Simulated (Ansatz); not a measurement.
**CH₅GeN (SMILES [CH2]1[NH][GeH2]1): single points off equilibrium**

How do the functionals fare away from a minimum? The structure is a structure displaced at random from a GFN2-xTB minimum.

Program: Ansatz 0.2.0, Gaussian basis. Level of theory: single points in def2-TZVPP. These are calculated values, not measurements.

Cores are frozen in the correlated methods. Filled d shells of the heavier atoms are correlated.

## (1) Where the work starts

SMILES `[CH2]1[NH][GeH2]1`, 8 atoms, charge 0, spin multiplicity 1.

Atoms are counted from 1 here; the program's logs count them from 0.

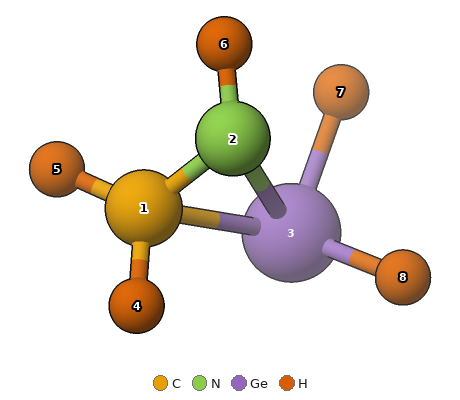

Start geometry, drawn with carbon amber, nitrogen green, germanium purple, hydrogen orange; atoms are numbered from 1 in the order of the file.

Coordinates:

| atom | x (Å) | y (Å) | z (Å) |
| --- | --- | --- | --- |
| C1 | -0.6797 | 0.5578 | -0.4516 |
| N2 | -0.1903 | 0.5634 | 0.7615 |
| Ge3 | 0.5657 | -1.1479 | -0.4600 |
| H4 | -1.6413 | 0.0554 | -0.6077 |
| H5 | -0.4613 | 1.3365 | -1.1632 |
| H6 | 0.5813 | 1.2174 | 0.9164 |
| H7 | 1.8587 | -0.5881 | 0.2843 |
| H8 | 0.0291 | -1.9572 | 0.7861 |

## (2) CCSD(T)/def2-TZVPP

Contents of run/in.yaml:

```yaml
crystal:
  periodic: [false, false, false]
  atoms:
    - {symbol: C, position_ang: [-0.679700, 0.557800, -0.451600]}
    - {symbol: N, position_ang: [-0.190300, 0.563400, 0.761500]}
    - {symbol: Ge, position_ang: [0.565700, -1.147900, -0.460000]}
    - {symbol: H, position_ang: [-1.641300, 0.055400, -0.607700]}
    - {symbol: H, position_ang: [-0.461300, 1.336500, -1.163200]}
    - {symbol: H, position_ang: [0.581300, 1.217400, 0.916400]}
    - {symbol: H, position_ang: [1.858700, -0.588100, 0.284300]}
    - {symbol: H, position_ang: [0.029100, -1.957200, 0.786100]}
basis:
  gaussian: {orbitals: def2-TZVPP}
correlation: {method: ccsd_t}
output: {forces: true}
```

No record of the launch command was kept for these runs.

The log of the run, cut to the lines that bear on the results:

```text
Functional definition: HF
  name "HF"
  cite "Fock, Z. Phys. 61, 126 (1930) doi:10.1007/BF01340294"
  parent pbe
[...]
1083 factors; integrals over basis functions are off by at most 9.3e-4 eV
[...]
mean field -59063.21491154 eV, -2170.5331135142 hartree, gradient 1.1e-6 eV, S^2 0.000000; 1 other end points of the search recorded, 0 dependent functions left out; unrestricted orbitals would lower it
11 core orbitals not correlated: weight in the atoms' cores, before any rotation towards them, 1.000 or more for the frozen orbitals, at most 0.000 for the correlated occupied ones
reference -59063.21491154 eV, -2170.5331135142 hartree; 14, 14 occupied and 155, 155 virtual orbitals, 1083 factors
second order -17.65301331 eV of doubles, -0.00000000 eV of singles
cycle   1  -17.49738904 eV  change    1.6e-1 eV  update   1.1e-1
[...]
cycle  13  -18.18920665 eV  change   -4.2e-6 eV  update   4.8e-6
perturbative correction -0.83653003 eV, -0.0307419115 hartree
[...]
working
working
Total energy: -59082.24064821 eV, -2171.2322964408 hartree
Atom 0 at    -0.679700     0.557800    -0.451600 Å, force    -1.105185     0.291338    -1.287117 eV/Å
Atom 1 at    -0.190300     0.563400     0.761500 Å, force     0.216221     0.068984     2.179156 eV/Å
Atom 2 at     0.565700    -1.147900    -0.460000 Å, force     0.727332    -0.094237     1.040352 eV/Å
Atom 3 at    -1.641300     0.055400    -0.607700 Å, force     0.204742     0.115930     0.160753 eV/Å
Atom 4 at    -0.461300     1.336500    -1.163200 Å, force     0.279507     0.067919    -0.513125 eV/Å
Atom 5 at     0.581300     1.217400     0.916400 Å, force    -0.122061    -0.161717    -0.448482 eV/Å
Atom 6 at     1.858700    -0.588100     0.284300 Å, force    -0.160097    -0.181161    -0.567043 eV/Å
Atom 7 at     0.029100    -1.957200     0.786100 Å, force    -0.040458    -0.107056    -0.564495 eV/Å
Dipole moment:    -0.055656     0.316245    -0.257924 e Å
```

Run time: 3.2 min. Hardware: 4 threads, shared host; peak memory 3.3 GiB.

## (3) PBE0-D4/def2-TZVPP

run/in.yaml: that of step 2 with these lines changed.

```diff
@@ -13,3 +13,3 @@
   gaussian: {orbitals: def2-TZVPP}
-correlation: {method: ccsd_t}
-output: {forces: true}
+hamiltonian: {xc: pbe0, dispersion: d4}
+output: {forces: true, orbitals: {seedname: orbitals}}
```

The log in run was not kept; the run's report gives a total energy of -59115.519071 eV.

Run time: 1.9 s. Hardware: 4 threads, shared host; peak memory 0.38 GiB.

## (4) wB97M-V/def2-TZVPP

run/in.yaml: that of step 3 with these lines changed.

```diff
@@ -13,3 +13,3 @@
   gaussian: {orbitals: def2-TZVPP}
-hamiltonian: {xc: pbe0, dispersion: d4}
-output: {forces: true, orbitals: {seedname: orbitals}}
+hamiltonian: {xc: {name: wB97M-V}}
+output: {forces: true}
```

The log of the run, cut to the lines that bear on the results:

```text
Functional definition: wB97M-V
  name "wB97M-V"
  cite "Mardirossian & Head-Gordon, J. Chem. Phys. 144, 214110 (2016) doi:10.1063/1.4952647"
  cite "Becke, J. Chem. Phys. 107, 8554 (1997) doi:10.1063/1.475007"
  cite "Vydrov & Van Voorhis, J. Chem. Phys. 133, 244103 (2010) doi:10.1063/1.3521275"
  # Of w^i u^j: cxij and so on, Table III.
[...]
  gx(w, u) = 1 - cx + cx01*u + cx10*w
  gss(w, u) = css00 + css04*u^4 + css10*w + css20*w^2 + css43*w^4*u^3
  gos(w, u) = cos00 + cos10*w + (cos20 + cos21*u)*w^2 + (cos60 + cos61*u)*w^6
[...]
      + integral(e_c_pw_mod_opposite_spin*gos(b97_w_opposite, b97_u_opposite)) + vv10(b, c)
1016 factors; their error is unknown
234 factors; integrals over basis functions are off by at most 6.7e-6 eV
[...]
mean field -59121.08616713 eV, -2172.6598429305 hartree, gradient 4.7e-5 eV, S^2 0.000000; 0 other end points of the search recorded, 0 dependent functions left out
[...]
reference -59121.08620837 eV, -2172.6598444460 hartree; 25, 25 occupied and 155, 155 virtual orbitals, 1016 factors
Total energy: -59121.08620837 eV, -2172.6598444460 hartree
Atom 0 at    -0.679700     0.557800    -0.451600 Å, force    -1.032267     0.586654    -0.344473 eV/Å
Atom 1 at    -0.190300     0.563400     0.761500 Å, force     0.065740     0.011609     1.152673 eV/Å
Atom 2 at     0.565700    -1.147900    -0.460000 Å, force     0.796884    -0.235336     0.992651 eV/Å
Atom 3 at    -1.641300     0.055400    -0.607700 Å, force     0.252843     0.085350     0.131571 eV/Å
Atom 4 at    -0.461300     1.336500    -1.163200 Å, force     0.309709     0.021106    -0.493210 eV/Å
Atom 5 at     0.581300     1.217400     0.916400 Å, force    -0.208266    -0.218450    -0.414493 eV/Å
Atom 6 at     1.858700    -0.588100     0.284300 Å, force    -0.157705    -0.172416    -0.512809 eV/Å
Atom 7 at     0.029100    -1.957200     0.786100 Å, force    -0.026937    -0.078516    -0.511910 eV/Å
Dipole moment:    -0.069320     0.335046    -0.273324 e Å
```

Wall time 6 s (4 threads, shared host); peak memory 0.49 GiB.

## (5) r2SCAN-D4/def2-TZVPP

run/in.yaml: that of step 4 with these lines changed.

```diff
@@ -13,3 +13,3 @@
   gaussian: {orbitals: def2-TZVPP}
-hamiltonian: {xc: {name: wB97M-V}}
+hamiltonian: {xc: r2scan, dispersion: d4}
 output: {forces: true}
```

The log in run was not kept; the run's report gives a total energy of -59123.983360 eV.

Run time: 2.7 s. Hardware: 4 threads, shared host; peak memory 0.22 GiB.

## (6) PBE-D4/def2-TZVPP

run/in.yaml: that of step 5 with these lines changed.

```diff
@@ -13,3 +13,3 @@
   gaussian: {orbitals: def2-TZVPP}
-hamiltonian: {xc: r2scan, dispersion: d4}
+hamiltonian: {xc: pbe, dispersion: d4}
 output: {forces: true}
```

The log in run was not kept; the run's report gives a total energy of -59114.057539 eV.

It took 1.2 s on 4 threads, shared host; peak memory 0.19 GiB.

## (7) B97M-V/def2-TZVPP

run/in.yaml: that of step 6 with these lines changed.

```diff
@@ -13,3 +13,3 @@
   gaussian: {orbitals: def2-TZVPP}
-hamiltonian: {xc: pbe, dispersion: d4}
+hamiltonian: {xc: {name: B97M-V}}
 output: {forces: true}
```

The log in run was not kept; the run's report gives a total energy of -59114.895835 eV.

Wall time 6 s (4 threads, shared host); peak memory 0.25 GiB.

## (8) r2SCAN0-D4/def2-TZVPP

run/in.yaml: that of step 7 with these lines changed.

```diff
@@ -13,3 +13,3 @@
   gaussian: {orbitals: def2-TZVPP}
-hamiltonian: {xc: {name: B97M-V}}
+hamiltonian: {xc: {name: r2SCAN0}, dispersion: d4}
 output: {forces: true}
```

The log in run was not kept; the run's report gives a total energy of -59122.976037 eV.

Wall time 3.3 s (4 threads, shared host); peak memory 0.4 GiB.

## (9) Side by side

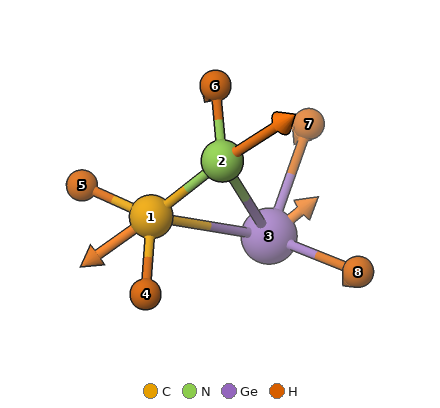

Forces at CCSD(T); the longest arrow is 2.19 eV/Å.

| method | RMS force component (eV/Å) | RMS error against CCSD(T) (eV/Å) | angle to CCSD(T) forces (°) | dipole (D) |
| --- | --- | --- | --- | --- |
| CCSD(T) | 0.670 | 0 | 0 | 1.98 |
| PBE0-D4 | 0.475 | 0.240 | 14.4 | 1.95 |
| wB97M-V | 0.492 | 0.297 | 23.9 | 2.10 |
| r2SCAN-D4 | 0.549 | 0.149 | 8.2 | 1.92 |
| PBE-D4 | 0.593 | 0.198 | 16.7 | 1.83 |
| B97M-V | 0.503 | 0.209 | 12.6 | 2.01 |
| r2SCAN0-D4 | 0.489 | 0.299 | 24.1 | 2.01 |

Energy less the free neutral atoms in their ground states at the same level (atoms from separate runs):

Differences are taken before rounding.

| method | rung | energy less atoms (kJ/mol) | from CCSD(T) (kJ/mol) |
| --- | --- | --- | --- |
| PBE-D4 | GGA | -2556.2 | -140.4 |
| r2SCAN-D4 | meta-GGA | -2492.6 | -76.9 |
| B97M-V | meta-GGA | -2504.2 | -88.5 |
| PBE0-D4 | hybrid | -2483.0 | -67.2 |
| r2SCAN0-D4 | hybrid | -2434.0 | -18.3 |
| wB97M-V | range-separated hybrid | -2479.5 | -63.7 |
| Hartree-Fock | wavefunction | -1622.1 | +793.6 |
| MP2 | wavefunction | -2424.5 | -8.8 |
| CCSD | wavefunction | -2363.0 | +52.8 |
| CCSD(T) | wavefunction | -2415.8 | 0 |

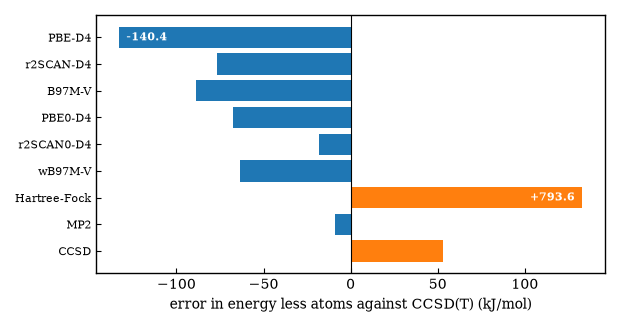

Error of each method against CCSD(T). Bars with a number in them are cut short.

What each level took, beside its miss in the forces (shared host):

| method | time | RMS force error (eV/Å) |
| --- | --- | --- |
| CCSD(T) | 3.2 min | 0 |
| PBE0-D4 | 1.9 s | 0.240 |
| wB97M-V | 6 s | 0.297 |
| r2SCAN-D4 | 2.7 s | 0.149 |
| PBE-D4 | 1.2 s | 0.198 |
| B97M-V | 6 s | 0.209 |
| r2SCAN0-D4 | 3.3 s | 0.299 |

## (10) What came out

| quantity | value |
| --- | --- |
| energy less free atoms, CCSD(T)/def2-TZVPP | -2415.8 kJ/mol |
| RMS force component | 0.475 to 0.670 eV/Å over the methods |
| RMS force error | PBE0-D4 0.240, wB97M-V 0.297, r2SCAN-D4 0.149, PBE-D4 0.198, B97M-V 0.209, r2SCAN0-D4 0.299 eV/Å |
| HOMO and LUMO, PBE0-D4 | -6.61 and -1.72 eV |
| T1 diagnostic | 0.017 |

Against CCSD(T) the functionals' energies less atoms differ by -140.4 to -18.3 kJ/mol, PBE-D4 by -140.4 kJ/mol. The reference is not at the basis limit: in triple zeta CCSD(T) underbinds, which counts against methods that bind more; the gaps are no ranking. On forces the order runs from r2SCAN-D4 to r2SCAN0-D4. The restricted Hartree–Fock reference is unstable towards an unrestricted one at one or more of these structures.
